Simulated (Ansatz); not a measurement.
Potential energy curve for Si(H)3(Me), CH₆Si, SMILES C[SiH3], singlet. The C2–H8 bond (C2 also carries H, H, Si; H8 carries nothing else) is varied alone, starting from the PBE0/def2-TZVP optimised geometry.

Levels: RKS-B3LYP = restricted B3LYP/cc-pVDZ (Ansatz, an electronic-structure program); RKS-PBE = restricted PBE/cc-pVDZ (Ansatz); RKS-PBE0 = restricted PBE0/cc-pVDZ (Ansatz); UKS-PBE0 = unrestricted PBE0/cc-pVDZ in Ansatz; UKS-PBE = unrestricted PBE/cc-pVDZ (Ansatz); UKS-B3LYP = unrestricted B3LYP/cc-pVDZ run with Ansatz; UCCSD(T) = CCSD(T) on UHF/cc-pVDZ, frozen core run with Ansatz.

Cost and agreement with UCCSD(T) over the 16 points of the scan, with UCCSD(T) as yardstick. Costs are rough ratios of core time within Ansatz on shared cores, each with its mean field (Kohn-Sham runs search longer for lower solutions than correlated ones do); the miss is the largest difference from UCCSD(T) of the curve after the mean shift, in kcal/mol.

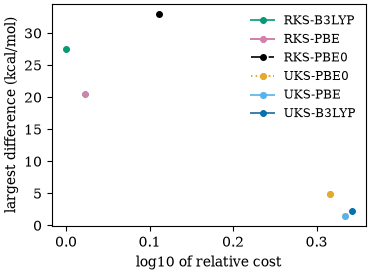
Miss against cost, one point a level.

```json
[
 {"level": "RKS-B3LYP", "relative cost": "1", "largest difference": "27.5"},
 {"level": "RKS-PBE", "relative cost": "1", "largest difference": "20.5"},
 {"level": "RKS-PBE0", "relative cost": "1", "largest difference": "33.0"},
 {"level": "UKS-PBE0", "relative cost": "2", "largest difference": "4.9"},
 {"level": "UKS-PBE", "relative cost": "2", "largest difference": "1.4"},
 {"level": "UKS-B3LYP", "relative cost": "2", "largest difference": "2.2"}
]
```

Costs within a factor of two of each other count as equal.

The restricted form behind RKS-B3LYP, RKS-PBE, RKS-PBE0 keeps the bonding electrons paired and can't separate into open-shell fragments. The unrestricted determinant behind UKS-PBE0, UKS-B3LYP is spin-contaminated at 2.04 to 3.20 Å (<S²> up to 1.0, against 0.00 for a pure singlet). The unrestricted solution behind UKS-PBE changes between 2.32 and 2.67 Å, which can leave a kink. The unrestricted determinant behind UKS-PBE is spin-contaminated at 2.32 to 3.20 Å (<S²> up to 1.0, against 0.00 for a pure singlet). The unrestricted determinant behind UCCSD(T) is spin-contaminated at 1.78 to 3.20 Å (<S²> up to 1.0, against 0.00 for a pure singlet).
